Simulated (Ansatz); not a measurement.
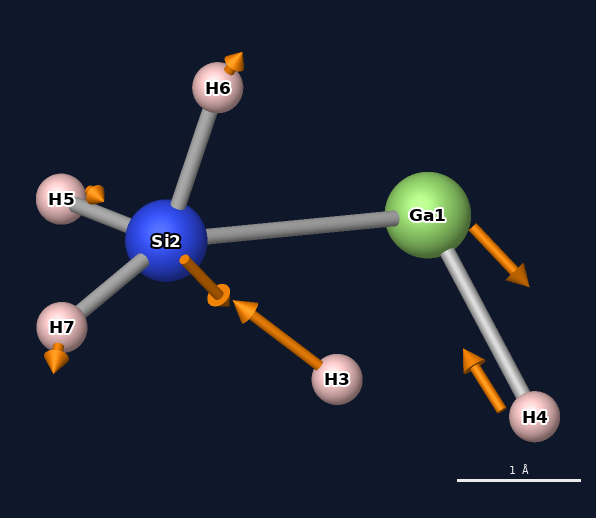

Arrows show the forces on the atoms, 0.5 Å of arrow for 1 eV/Å; forces under a tenth of the largest aren't drawn. Level of theory: PBE0-D4/def2-TZVPP (Ansatz 0.2.0).

**On which atom is the force largest, and how large is it?**

On H3: 1.84 eV/Å.

**Along which bond is the force strongest?**

Ga1–H4, now 1.915 Å: the forces pull its atoms together, so a first step downhill shortens it.

List the force components in the frame of the picture (x right, y up, z towards the viewer), in eV/Å.

| atom | Fx | Fy | Fz |
| --- | --- | --- | --- |
| Ga1 | 0.94 | −1.00 | 0.00 |
| Si2 | 0.74 | −0.77 | −1.10 |
| H3 | −1.42 | 1.08 | 0.45 |
| H4 | −0.64 | 1.02 | −0.22 |
| H5 | 0.24 | −0.19 | 0.30 |
| H6 | 0.22 | 0.32 | 0.23 |
| H7 | −0.08 | −0.46 | 0.33 |
